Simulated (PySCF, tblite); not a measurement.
**C5H10O3Si: geometry, infrared bands and NMR shifts**

What infrared bands and NMR shifts should C5H10O3Si (`C=CO[SiH2]CC(=O)OC`) show?

Computed with tblite 0.8.0 and PySCF 2.14.0, with density-fitted response routines of our own, on a single molecule in the gas phase. Atoms count from 0, in the outputs and in this text.

## Step 1: Starting geometry

19 atoms, charge 0, multiplicity 1; geometry from: force field or distance geometry start.

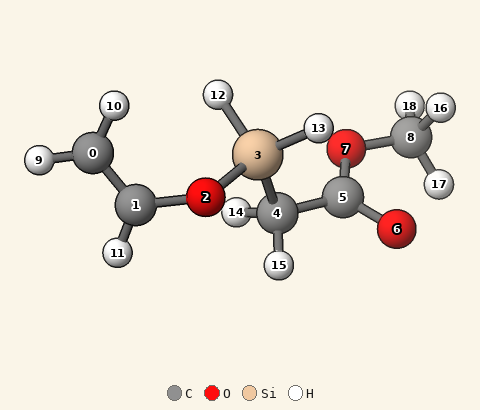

The starting geometry (carbon grey, oxygen red, silicon light orange, hydrogen white), atoms numbered.

## Step 2: Geometry optimisation with GFN2-xTB

Job settings and geometry (Å):

```
{"job": {"kind": "relax", "xc": "GFN2-xTB", "basis": "xTB"}, "charge": 0, "multiplicity": 1}
C     -4.034000     0.173200     0.019700
C     -3.148200     0.067200    -0.968800
O     -2.134800    -0.896600    -0.923800
Si    -0.760700    -0.697800     0.088700
C      0.397200     0.471500    -0.746800
C      1.821400     0.293800    -0.337400
O      2.567800    -0.447400    -1.064700
O      2.343900     0.917600     0.806200
C      3.699600     0.666800     1.103500
H     -4.803600     0.921300    -0.036400
H     -3.943600    -0.525300     0.834200
H     -3.193600     0.723900    -1.795000
H     -1.253600    -0.109600     1.370100
H     -0.166600    -2.012600     0.400300
H      0.133400     1.541300    -0.530100
H      0.277700     0.304100    -1.834500
H      3.731500    -0.392300     1.481000
H      4.350300     0.737300     0.226100
H      4.106000     1.303100     1.900200
```

Started as:

```sh
OMP_NUM_THREADS=1 python probes_run.py task.json out
```

The driver reads the jobs from task.json and runs them one after another.

Standard output:

```text
step      E/eV     max force
  0    -808.95495    4.533
  1    -809.28758    4.848
  2    -809.46751    0.963
  3    -809.52112    0.697
  4    -809.62218    0.913
  5    -809.65615    0.723
  6    -809.68859    0.348
  7    -809.71419    0.323
  8    -809.72750    0.272
  9    -809.74155    0.252
 10    -809.75230    0.264
 11    -809.76359    0.239
 12    -809.77362    0.234
 13    -809.78367    0.203
 14    -809.79343    0.253
 15    -809.80148    0.240
 16    -809.80687    0.170
 17    -809.81131    0.167
 18    -809.81622    0.181
 19    -809.82204    0.233
 20    -809.82761    0.171
 21    -809.83182    0.163
 22    -809.83517    0.147
 23    -809.83875    0.162
 24    -809.84240    0.163
 25    -809.84521    0.092
 26    -809.84723    0.101
 27    -809.84907    0.099
 28    -809.85112    0.102
 29    -809.85300    0.089
 30    -809.85438    0.079
 31    -809.85566    0.079
 32    -809.85746    0.126
 33    -809.85998    0.143
 34    -809.86267    0.113
 35    -809.86475    0.088
 36    -809.86622    0.077
 37    -809.86745    0.091
 38    -809.86845    0.074
 39    -809.86904    0.053
 40    -809.86935    0.050
 41    -809.86959    0.046
 42    -809.86988    0.042
 43    -809.87019    0.039
 44    -809.87050    0.055
 45    -809.87082    0.059
 46    -809.87123    0.057
 47    -809.87176    0.057
 48    -809.87240    0.074
 49    -809.87318    0.099
 50    -809.87415    0.103
 51    -809.87541    0.088
 52    -809.87687    0.097
 53    -809.87874    0.104
 54    -809.88125    0.159
 55    -809.88534    0.216
 56    -809.88928    0.291
 57    -809.89570    0.242
 58    -809.90176    0.175
 59    -809.90910    0.174
 60    -809.91181    0.253
 61    -809.91720    0.198
 62    -809.92021    0.178
 63    -809.92203    0.109
 64    -809.92428    0.096
 65    -809.92759    0.142
 66    -809.93004    0.119
 67    -809.93210    0.096
 68    -809.93394    0.094
 69    -809.93592    0.125
 70    -809.93618    0.242
 71    -809.93881    0.187
 72    -809.93995    0.084
 73    -809.94095    0.047
 74    -809.94165    0.057
 75    -809.94226    0.065
 76    -809.94300    0.070
 77    -809.94381    0.071
 78    -809.94469    0.075
 79    -809.94539    0.054
 80    -809.94591    0.118
 81    -809.94654    0.055
 82    -809.94708    0.053
 83    -809.94743    0.058
 84    -809.94781    0.054
 85    -809.94822    0.049
 86    -809.94871    0.059
 87    -809.94926    0.070
 88    -809.94981    0.086
 89    -809.95038    0.063
 90    -809.95097    0.067
 91    -809.95153    0.062
 92    -809.95211    0.073
 93    -809.95281    0.074
 94    -809.95366    0.072
 95    -809.95454    0.080
 96    -809.95550    0.078
 97    -809.95658    0.082
 98    -809.95786    0.118
 99    -809.95908    0.105
100    -809.96024    0.086
101    -809.96133    0.072
102    -809.96205    0.064
103    -809.96271    0.093
104    -809.96349    0.072
105    -809.96446    0.073
106    -809.96561    0.071
107    -809.96690    0.093
108    -809.96822    0.101
109    -809.96987    0.129
110    -809.97228    0.123
111    -809.97462    0.122
112    -809.97642    0.116
113    -809.97771    0.095
114    -809.97975    0.145
115    -809.98246    0.124
116    -809.98512    0.161
117    -809.98752    0.095
118    -809.98887    0.101
119    -809.99054    0.088
120    -809.99233    0.087
121    -809.99476    0.093
122    -809.99669    0.118
123    -809.99881    0.132
124    -810.00036    0.192
125    -810.00269    0.161
126    -810.00581    0.222
127    -810.01031    0.156
128    -810.01364    0.161
129    -810.01668    0.102
130    -810.01899    0.079
131    -810.02028    0.089
132    -810.02115    0.110
133    -810.02190    0.139
134    -810.02286    0.061
135    -810.02374    0.061
136    -810.02437    0.078
137    -810.02510    0.067
138    -810.02576    0.065
139    -810.02640    0.066
140    -810.02703    0.073
141    -810.02758    0.047
142    -810.02798    0.042
143    -810.02828    0.041
144    -810.02855    0.053
145    -810.02889    0.044
146    -810.02928    0.055
147    -810.02965    0.054
148    -810.02988    0.041
149    -810.03004    0.037
150    -810.03014    0.026
151    -810.03022    0.022
152    -810.03028    0.018
153    -810.03035    0.020
154    -810.03041    0.027
155    -810.03047    0.032
156    -810.03055    0.031
157    -810.03063    0.025
158    -810.03069    0.019
159    -810.03074    0.016
160    -810.03076    0.012
161    -810.03078    0.010
```

Wall time 2.2 s (1 thread of Arm Neoverse N1, shared host).

Step by step: (not every step is listed)

```csv
step,energy from step 0 (eV),largest force (eV/Å)
0,0.0000,4.5332
1,-0.3326,4.8478
2,-0.5126,0.9628
3,-0.5662,0.6973
4,-0.6672,0.9126
5,-0.7012,0.7230
6,-0.7336,0.3477
7,-0.7592,0.3232
8,-0.7725,0.2722
22,-0.8802,0.1469
36,-0.9113,0.0773
50,-0.9192,0.1025
64,-0.9693,0.0962
78,-0.9897,0.0745
92,-0.9972,0.0727
106,-1.0107,0.0714
120,-1.0374,0.0872
134,-1.0679,0.0613
148,-1.0749,0.0413
156,-1.0756,0.0308
157,-1.0757,0.0252
158,-1.0757,0.0193
159,-1.0758,0.0157
160,-1.0758,0.0122
161,-1.0758,0.0097
```

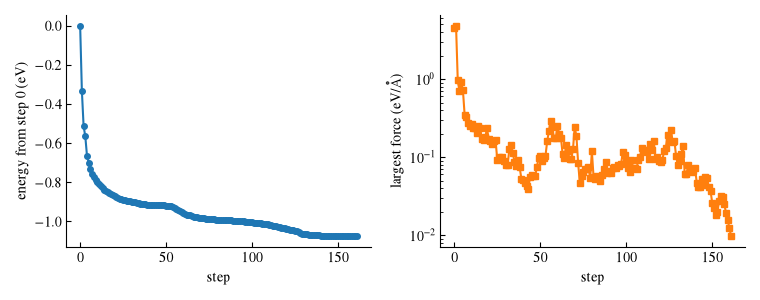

Energy and force, step by step.

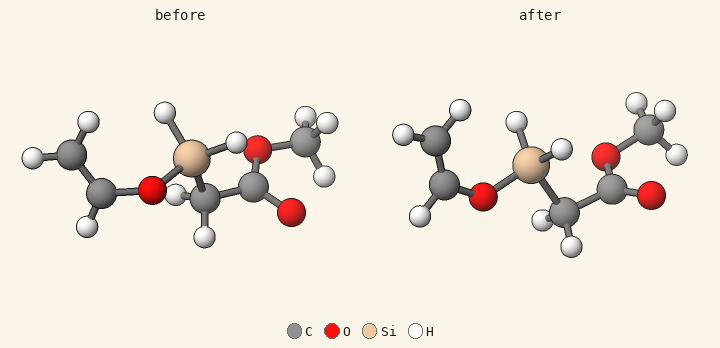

Before and after, at one scale.

Distances of close pairs at the start and the end, largest changes first:

```
   bond  before (Å)  after (Å)  change (Å)
 O2–Si3       1.718      1.626      -0.092
  C5–O6       1.279      1.204      -0.075
  C5–O7       1.404      1.347      -0.056
 Si3–C4       1.846      1.902      +0.056
  C1–O2       1.399      1.345      -0.054
 C4–H14       1.123      1.087      -0.036
 C8–H16       1.125      1.092      -0.033
Si3–H12       1.494      1.465      -0.029
```

The final coordinates are the input of the step that follows.

## Step 3: Vibrational analysis with GFN2-xTB

Job settings and geometry (Å):

```
{"job": {"kind": "ir", "xc": "GFN2-xTB", "basis": "xTB"}, "charge": 0, "multiplicity": 1}
C     -3.893419    -0.292800     0.270585
C     -3.312281     0.178658    -0.816192
O     -1.988850     0.318059    -1.012038
Si    -0.707512    -0.061268    -0.085578
C      0.729310     0.537573    -1.178043
C      1.963971     0.087919    -0.493693
O      2.588209    -0.911215    -0.741694
O      2.281579     0.912926     0.522946
C      3.402383     0.531539     1.306721
H     -4.962268    -0.365050     0.336079
H     -3.315387    -0.617271     1.116846
H     -3.880832     0.507179    -1.678559
H     -0.715631     0.667708     1.185292
H     -0.639889    -1.502372     0.162209
H      0.716206     1.621772    -1.249643
H      0.681678     0.100637    -2.171740
H      3.274273    -0.486890     1.678395
H      4.315665     0.574263     0.709888
H      3.452992     1.238211     2.130758
```

Standard output:

```text
mode    cm-1     km/mol
  1      23.4      0.75
  2      35.3      0.08
  3      42.9      0.70
  4      61.0      0.11
  5      71.7      0.30
  6     135.7      1.39
  7     156.8      3.80
  8     183.7      0.70
  9     219.3     11.37
 10     261.4     11.45
 11     401.3      7.60
 12     495.8     65.67
 13     516.6      8.43
 14     612.1      1.04
 15     617.4     28.36
 16     664.6     22.84
 17     674.3      2.31
 18     748.7     55.42
 19     771.8    133.25
 20     782.5    211.40
 21     798.4     56.09
 22     803.9    196.93
 23     840.7     15.54
 24     899.7     74.42
 25     993.1     21.83
 26     994.7     72.08
 27    1041.3     19.14
 28    1076.8     83.62
 29    1124.4      2.42
 30    1146.4     66.91
 31    1162.0    491.67
 32    1191.9    290.26
 33    1204.7    105.71
 34    1292.8      7.90
 35    1382.6     28.39
 36    1385.9      4.93
 37    1427.6     10.71
 38    1443.3      5.84
 39    1467.2      4.45
 40    1702.4    165.40
 41    1771.8    462.83
 42    2240.5    385.11
 43    2277.0    113.65
 44    2976.1     17.83
 45    2988.7     18.51
 46    3020.1     13.11
 47    3031.6     15.14
 48    3035.9     26.37
 49    3043.7     11.60
 50    3129.1     13.43
 51    3168.5     30.33
```

Run time: 1.3 s. Hardware: 1 thread of Arm Neoverse N1, shared host.

Which atoms move in the most intense modes:

```csv
cm⁻¹,km/mol,atoms
772,133.2,"H12 22 %, H13 21 %, C5 16 %, Si3 13 %"
782,211.4,"Si3 27 %, C4 26 %, H15 14 %"
804,196.9,"H12 45 %, H13 40 %"
1162,491.7,"C4 23 %, C5 15 %, H14 15 %, H15 11 %"
1192,290.3,"H15 23 %, C5 19 %, O2 17 %, C1 14 %"
1702,165.4,"C1 51 %, C0 41 %"
1772,462.8,"C5 63 %, O6 35 %"
2240,385.1,"H12 65 %, H13 31 %"
```

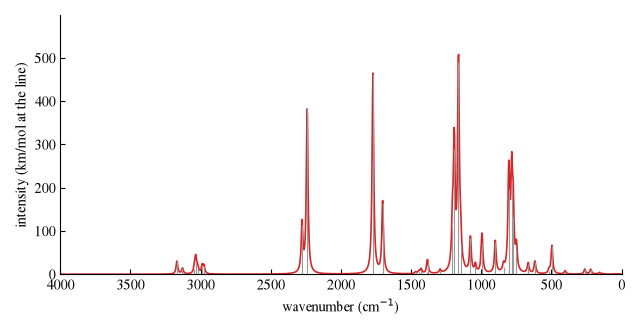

The infrared spectrum from these modes, unscaled. Lines are broadened to a width of 14 cm⁻¹ (Lorentzian).

## Step 4: NMR shieldings: PBE0/pcSseg-1

The job, as its differences from that of step 3:

```diff
@@ -1,2 +1,2 @@
-{"job": {"kind": "ir", "xc": "GFN2-xTB", "basis": "xTB"}, "charge": 0, "multiplicity": 1}
+{"job": {"kind": "nmr", "xc": "PBE0", "basis": "pcSseg-1"}, "charge": 0, "multiplicity": 1}
 C     -3.893419    -0.292800     0.270585
```

Level: GIAO PBE0/pcSseg-1 NMR shielding, non-relativistic, gas phase.

Standard output:

```text
coarse grid: 16512 points
cycle   1  E = -710.7915479277  dE =  1.402e+00  |g| = 1.053e+00  |ddm| = 3.859e+00
cycle   2  E = -710.4267781655  dE =  3.648e-01  |g| = 1.764e+00  |ddm| = 1.885e+00
cycle   3  E = -710.9788602191  dE = -5.521e-01  |g| = 3.011e-01  |ddm| = 1.337e+00
cycle   4  E = -710.9953608372  dE = -1.650e-02  |g| = 9.228e-02  |ddm| = 2.444e-01
cycle   5  E = -710.9966807355  dE = -1.320e-03  |g| = 2.725e-02  |ddm| = 6.028e-02
cycle   6  E = -710.9968333475  dE = -1.526e-04  |g| = 6.542e-03  |ddm| = 2.227e-02
cycle   7  E = -710.9968413023  dE = -7.955e-06  |g| = 2.766e-03  |ddm| = 6.205e-03
final grid: 155312 points
cycle   8  E = -711.0813338086  dE = -1.531e-05  |g| = 1.639e-02  |ddm| = 2.483e-02
cycle   9  E = -711.0812487171  dE =  8.509e-05  |g| = 2.673e-02  |ddm| = 2.632e-02
cycle  10  E = -711.0813826167  dE = -1.339e-04  |g| = 2.409e-03  |ddm| = 1.785e-02
cycle  11  E = -711.0813838236  dE = -1.207e-06  |g| = 4.340e-04  |ddm| = 1.836e-03
cycle  12  E = -711.0813838510  dE = -2.744e-08  |g| = 1.898e-04  |ddm| = 3.746e-04
cycle  13  E = -711.0813838575  dE = -6.475e-09  |g| = 6.599e-05  |ddm| = 1.619e-04
cycle  14  E = -711.0813838583  dE = -7.781e-10  |g| = 1.874e-05  |ddm| = 5.278e-05
converged SCF energy = -711.0813838583

GIAO shielding tensors (ppm)
atom      isotropic    diamagn.    paramagn.     s11        s22        s33       span
  0 C       91.418     259.663    -168.245     -6.926    118.689    162.492    169.417
  1 C       30.481     242.777    -212.295    -80.644     65.334    106.754    187.397
  2 O      225.581     400.269    -174.688    138.848    238.085    299.810    160.961
  3 Si     369.433     883.698    -514.265    340.396    349.993    417.909     77.513
  4 C      159.934     255.821     -95.887    135.046    146.534    198.221     63.176
  5 C        9.698     257.560    -247.862    -90.891     47.441     72.545    163.437
  6 O     -110.932     402.697    -513.629   -398.627   -229.254    295.087    693.714
  7 O      142.071     404.231    -262.160    -43.228    222.339    247.103    290.332
  8 C      133.202     241.732    -108.530    103.033    118.275    178.299     75.266
  9 H       27.257      26.678       0.579     25.623     26.106     30.041      4.418
 10 H       27.337      34.689      -7.352     24.773     25.608     31.631      6.857
 11 H       25.055      26.805      -1.751     21.516     26.231     27.417      5.901
 12 H       26.525      33.390      -6.865     22.627     26.788     30.160      7.533
 13 H       26.656      33.113      -6.457     23.182     26.427     30.359      7.177
 14 H       29.123      32.620      -3.498     25.680     28.886     32.803      7.123
 15 H       29.468      32.422      -2.954     25.559     28.357     34.489      8.931
 16 H       27.788      29.350      -1.561     24.072     25.961     33.332      9.260
 17 H       27.975      26.308       1.667     23.996     25.681     34.250     10.254
 18 H       28.093      27.959       0.134     24.385     26.510     33.384      8.999
```

It took 70 s on 1 thread of Arm Neoverse N1, shared host; peak memory 0.87 GiB.

The references, computed at this level on geometries of the same kind, shield at (ppm): ¹H TMS 31.72, ¹³C TMS 186.9, ²⁹Si TMS 349.2, ¹⁷O H2O 336.1. Their shielding less the atom's gives the shift. The references are single molecules in the gas phase, so shifts against H2O, NH3, PH3, H3PO4 or CFCl3 are not on the usual liquid scales and can be off by tens of ppm. Atoms listed in one row are averaged.

```csv
atoms,environment,σ (ppm),δ (ppm),δ scaled to CDCl3
C5,ester carbonyl carbon,9.7,177.2,171.1
C1,alkene carbon bearing oxygen,30.5,156.4,150.8
C0,β carbon of an enol-ether or enamine type C=C,91.4,95.5,91.3
C8,methyl carbon bonded to O,133.2,53.7,50.5
C4,"sp3 CH2 bonded to Si, α to a carbonyl",159.9,27.0,24.4
H11,hydrogen on an alkene carbon bearing oxygen,25.05,6.66,6.39
"H12, H13","hydrogen on a silicon bonded to C, O",26.59,5.13,–
H9,hydrogen on a β carbon of an enol-ether or enamine type C=C,27.26,4.46,4.31
H10,hydrogen on a β carbon of an enol-ether or enamine type C=C,27.34,4.38,4.23
"H16, H17, H18",hydrogen on a methyl carbon bonded to O,27.95,3.76,3.65
"H14, H15","hydrogen on an sp3 CH2 bonded to Si, α to a carbonyl",29.30,2.42,2.39
O6,ester carbonyl oxygen,-110.9,447.0,–
O7,ester alkoxy oxygen,142.1,194.0,–
O2,"oxygen bonded to C, Si",225.6,110.5,–
Si3,"silicon bonded to C, O, 2 H",369.4,-20.3,–
```

The scaled column applies a straight-line fit of computed shieldings to shifts measured in CDCl3 (root-mean-square error 0.16 ppm for H, 1.9 ppm for C).

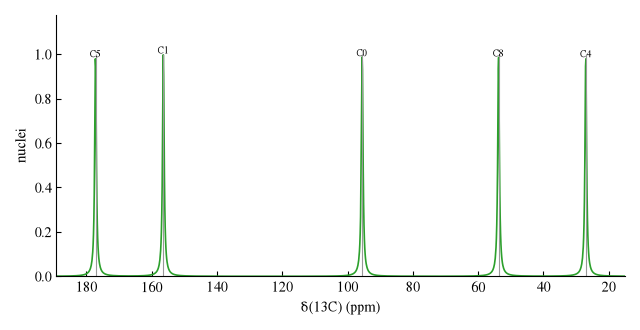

¹³C lines at the computed shifts, without couplings. Lines are broadened to a width of 0.60 ppm (Lorentzian).

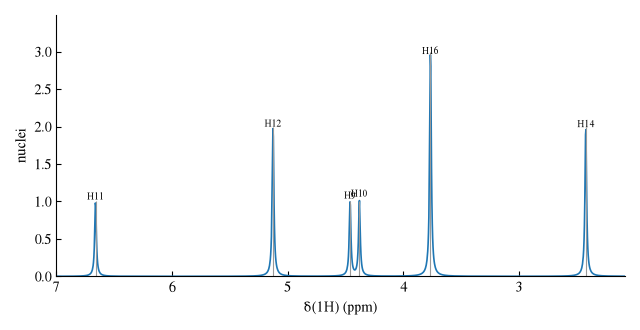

¹H lines at the computed shifts, without couplings. Lines are broadened to a width of 0.02 ppm (Lorentzian).

The run also stored atomic charges by several schemes (e):

| atoms | Mulliken | IAO | Hirshfeld | ESP fit |
| --- | --- | --- | --- | --- |
| C0 | -0.29 | -0.41 | -0.14 | -0.56 |
| C1 | 0.15 | 0.08 | 0.04 | 0.05 |
| O2 | -0.59 | -0.58 | -0.19 | -0.32 |
| Si3 | 0.83 | 1.02 | 0.41 | 0.81 |
| C4 | -0.47 | -0.60 | -0.17 | -0.94 |
| C5 | 0.36 | 0.52 | 0.20 | 0.93 |
| O6 | -0.41 | -0.47 | -0.27 | -0.57 |
| O7 | -0.47 | -0.35 | -0.10 | -0.36 |
| C8 | -0.03 | -0.21 | -0.04 | -0.24 |

Mulliken charges:

C0 -0.29; C1 0.15; O2 -0.59; Si3 0.83; C4 -0.47; C5 0.36; O6 -0.41; O7 -0.47; C8 -0.03; H9 0.13; H10 0.13; H11 0.10; H12 -0.09; H13 -0.08; H14 0.17; H15 0.18; H16 0.12; H17 0.12; H18 0.13

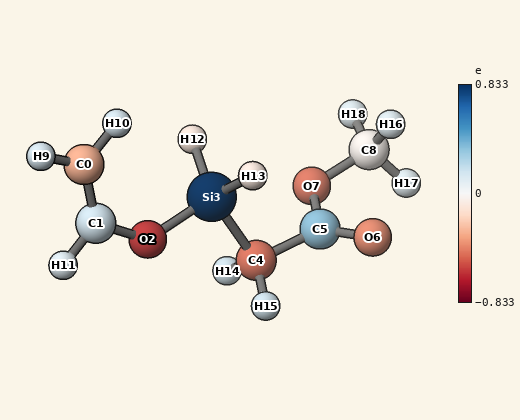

Mulliken charges, as colours on the atoms.

Mayer bond orders: C0–C1 1.93, C1–O2 0.98, O2–Si3 0.91, Si3–C4 0.86, C4–C5 1.00, C5–O6 1.95, C5–O7 1.07, O7–C8 0.87.

## Step 5: Summary of results

| quantity | value |
| --- | --- |
| strongest single infrared mode (GFN2-xTB) | 1162 cm⁻¹, 492 km/mol |
| zero-point energy (GFN2-xTB) | 88.0 kcal/mol |
| ¹³C shifts against TMS (PBE0/pcSseg-1) | 177.2, 156.4, 95.5, 53.7, 27.0 ppm |
| ¹H shifts against TMS (PBE0/pcSseg-1, means over atoms taken as alike) | 6.66, 5.13, 4.46, 4.38, 3.76, 2.42 ppm |
| ¹⁷O shifts against H2O (PBE0/pcSseg-1) | 447.0, 194.0, 110.5 ppm |
| ²⁹Si shifts against TMS (PBE0/pcSseg-1) | -20.3 ppm |

In words: The optimisation took 161 steps and gained 1.076 eV; among the close pairs (by a distance rule), O2–Si3 changed most, from 1.718 to 1.626 Å. No mode is imaginary among the 51: a minimum at this level. The strongest single mode, at 1162 cm⁻¹, has its largest shares on C4, C5, H14 and H15 (the list is cut at 4 atoms). GFN2-xTB is a fitted tight-binding method: band positions and strengths are rough. Its intensities can rank the bands wrongly. The most deshielded carbon is C5 (ester carbonyl carbon), at 177.2 ppm: it is a carbonyl in resonance with an O or N lone pair, the region of acids, esters and amides. The most deshielded hydrogen is H11 (hydrogen on an alkene carbon bearing oxygen), at 6.66 ppm: olefinic region. At PBE0/pcSseg-1: The widest tensor belongs to O6: span 694 ppm, with a paramagnetic part of -514 ppm.
